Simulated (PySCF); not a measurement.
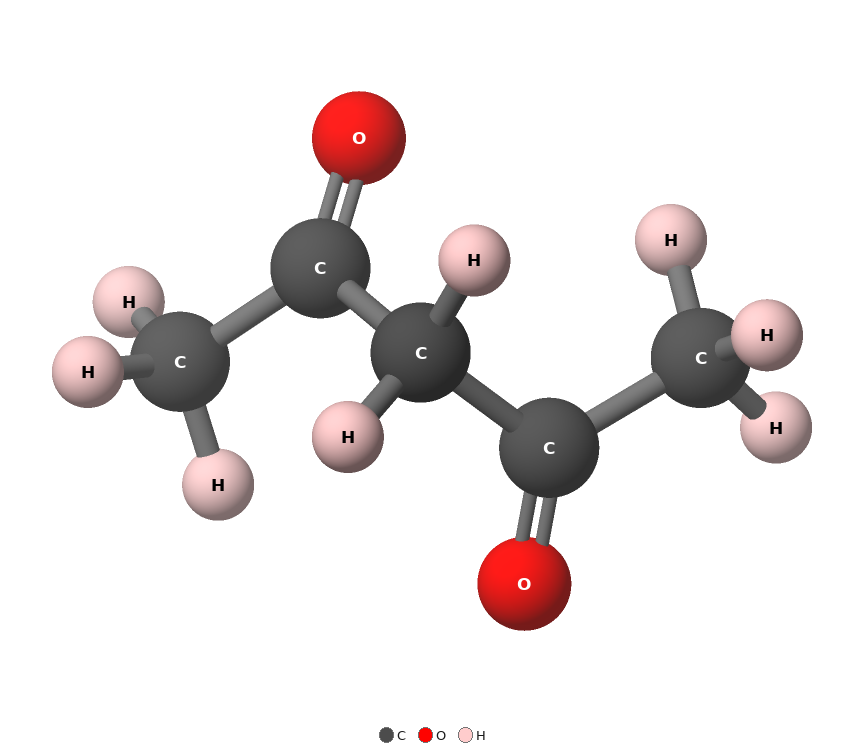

A ball-and-stick model of a molecule. Multiple sticks mark multiple bonds (one Kekulé form).

The computed structure is the end point of a PBE0-D3(BJ)/def2-SVP optimisation. No frequency run is at hand to confirm it as a minimum.

Description:

The molecule is C₅H₈O₂. Its SMILES string is `CC(=O)CC(C)=O`. It has no ring. Among its groups: ketone. Coordination: 3 C tetrahedral; 2 C trigonal planar.

The parts below concern this one geometry. Atoms keep their numbers from picture to picture.

**Shape**

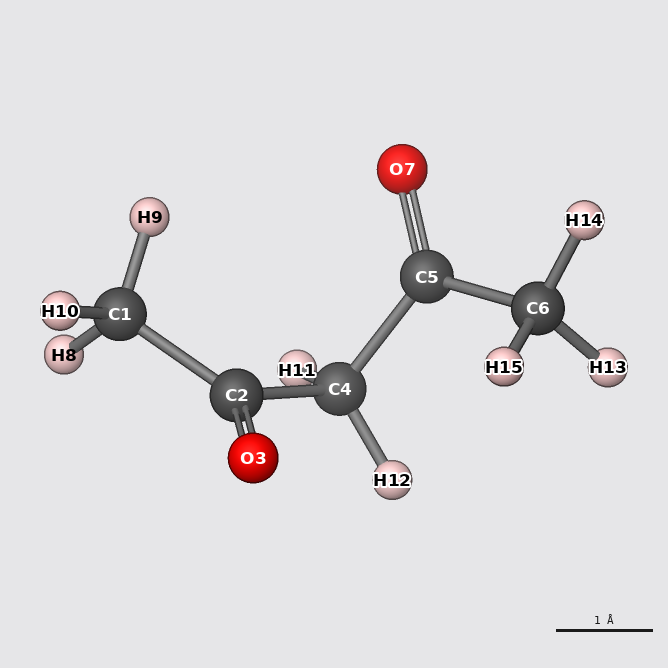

No frequency run is at hand to confirm it as a minimum.

List the bonds and their lengths.

```tsv
bond	length (Å)	order
C1–C2	1.502	single
C1–H8	1.102	single
C1–H9	1.102	single
C1–H10	1.097	single
C2–O3	1.206	double
C2–C4	1.526	single
C4–C5	1.526	single
C4–H11	1.098	single
C4–H12	1.098	single
C5–C6	1.502	single
C5–O7	1.207	double
C6–H13	1.102	single
C6–H14	1.097	single
C6–H15	1.102	single
```

**Quadrupole coupling**

No frequency run is at hand to confirm it as a minimum. Electric field gradients from the ground-state density, PBE0/pcSseg-1 (PySCF 2.14.0), non-relativistic apart from any core potentials.

Give the largest field-gradient component, the quadrupole coupling constant and the asymmetry for 17O at O3 (Q = −25.6 mb), 17O at O7 (Q = −25.6 mb), 2H at H8 (Q = 2.86 mb), 2H at H9 (Q = 2.86 mb).

| atom | V_zz (a.u.) | e²qQ/h (MHz) | η |
| --- | --- | --- | --- |
| O3 | −1.988 | 11.96 | 0.48 |
| O7 | −1.986 | 11.95 | 0.48 |
| H8 | 0.289 | 0.194 | 0.04 |
| H9 | 0.282 | 0.190 | 0.03 |

**NMR shielding**

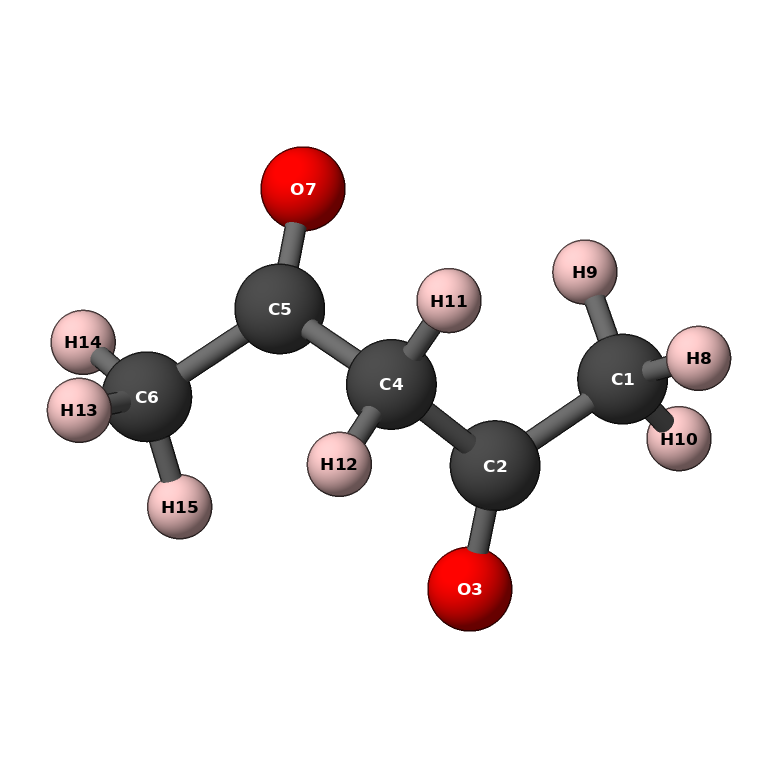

No frequency run is at hand to confirm it as a minimum. Method: GIAO PBE0/pcSseg-1 NMR shielding, non-relativistic, gas phase (PySCF 2.14.0). Principal shieldings σ11 ≤ σ22 ≤ σ33, span Ω = σ33 − σ11, skew κ = 3(σiso − σ22)/Ω.

Give the shielding tensors of the O atoms.

```tsv
atom	σ11	σ22	σ33	σiso	Ω	κ
O3	−930.7	−425.4	313.5	−347.5	1244.1	0.19
O7	−930.1	−425.6	314.7	−347.0	1244.8	0.19
```

Shieldings and span in ppm.

**Charges**

The questions are on Mulliken charges. No frequency run is at hand to confirm it as a minimum. Level of theory: PBE0/pcSseg-1, gas phase (PySCF 2.14.0).

Give the Mulliken charges atom by atom.

```
atom  value (e)
  C1      −0.27
  C2       0.14
  O3      −0.35
  C4      −0.24
  C5       0.14
  C6      −0.27
  O7      −0.35
  H8       0.14
  H9       0.16
 H10       0.14
 H11       0.15
 H12       0.15
 H13       0.14
 H14       0.14
 H15       0.16
```

**Levels of theory compared**

No frequency run is at hand to confirm it as a minimum. Program: PySCF 2.14.0.

Compare dipole (D), HOMO–LUMO gap (eV), HOMO energy (eV) at these levels: B3LYP/pcJ-1; B97-2/pcSseg-2; PBE0/pcSseg-1; ωB97X-D/def2-SVPD.

```
            level  dipole (D)  HOMO–LUMO gap (eV)  HOMO energy (eV)
      B3LYP/pcJ-1        1.61                5.63             −7.17
   B97-2/pcSseg-2        1.60                5.72             −7.15
    PBE0/pcSseg-1        1.60                6.11             −7.42
ωB97X-D/def2-SVPD        1.66                9.84             −9.42
```

Mulliken values depend strongly on the basis set and can even reverse the polarity of a bond.
